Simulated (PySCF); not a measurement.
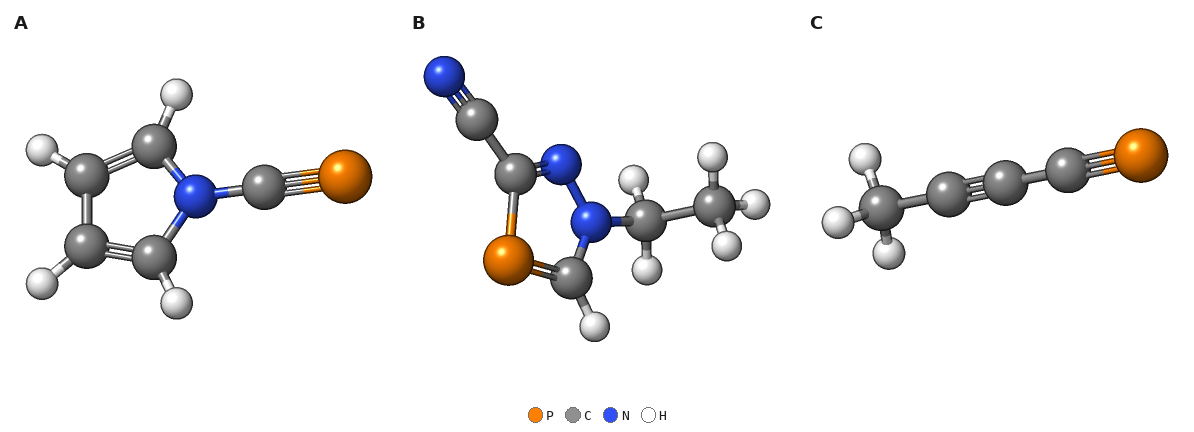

Figure made from data computed with PySCF.

> Which panel belongs to which SMILES?
(1) CC#CC#P
(2) CCn1cpc(C#N)n1
(3) P#Cn1cccc1

A is (3), B is (2), C is (1).
